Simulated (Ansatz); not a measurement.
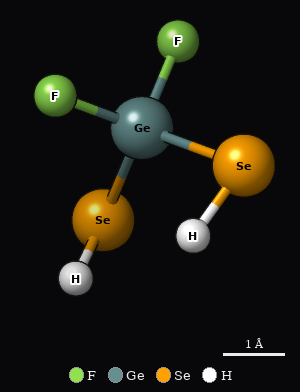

Starting structure of GeH₂Se₂F₂. Style: ball-and-stick. Shown from a free direction.

The start comes from PBE-D4/def2-SVP.

Method: Ansatz 0.2.0, RKS PBE0-D4/def2-TZVP.

The input:
```yaml
crystal:
  periodic: [false, false, false]
  atoms:
    - {symbol: F, position_ang: [1.211588, -1.438507, 1.440977]}
    - {symbol: Ge, position_ang: [0.243586, -0.545594, 0.291514]}
    - {symbol: F, position_ang: [-0.648575, -1.760386, -0.601776]}
    - {symbol: Se, position_ang: [-1.260869, 0.747010, 1.559671]}
    - {symbol: Se, position_ang: [1.762242, 0.533028, -1.148215]}
    - {symbol: H, position_ang: [-1.869079, 1.260471, 0.302239]}
    - {symbol: H, position_ang: [0.622306, 1.136078, -1.890010]}
basis:
  gaussian: {orbitals: def2-TZVP}
hamiltonian: {xc: pbe0, dispersion: d4}
relax: {f_tol: 0.005, max_steps: 150}
```

Run as
```bash
ansatz run in.yaml --threads 4 --pin off --events-out ev --progress --plain --max-ram 11315MiB
```

Where does the relaxation end?

The energy falls by 9.02 kJ/mol in 24 accepted moves (30 points after the start). Largest force component: 0.54 eV/Å at the start, 0.0013 eV/Å at the end. The line search rejected the trial steps at points 3, 6, 11, 17, 22, 24 of the run. H6 moves most after the best rigid fit: 1.29 Å. By element the largest moves are H 1.29 Å, Se 0.76 Å, F 0.28 Å, Ge 0.21 Å. Near-neighbour distances that change, for instance: Ge2–Se4 2.354 → 2.322 Å, Ge2–F3 1.752 → 1.726 Å, F1–Ge2 1.748 → 1.724 Å, Se4–H6 1.488 → 1.470 Å. Bond angles that change, for instance: F1–Ge2–Se4 106.3° → 112.7°, Se4–Ge2–Se5 119.3° → 115.5°, F3–Ge2–Se5 109.5° → 113.2°. Groups turn about Ge2–Se4 by about 90°. Cost: 2.8 min on 4 threads of Arm Neoverse V2, on a shared host.

Final geometry:

```xyz
7

F     1.0026   -1.3289    1.3824
Ge    0.2340   -0.3821    0.1640
F    -0.8030   -1.5221   -0.6129
Se   -1.1213    1.2849    1.0453
Se    1.9644    0.3519   -1.1938
H    -2.2433    0.3380    1.1250
H     1.0278    1.1904   -1.9555
```

The end point in the same view:

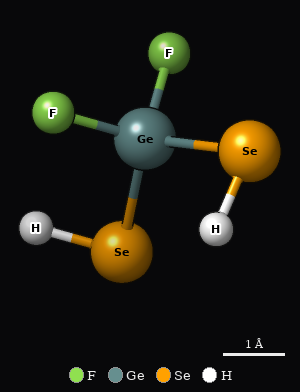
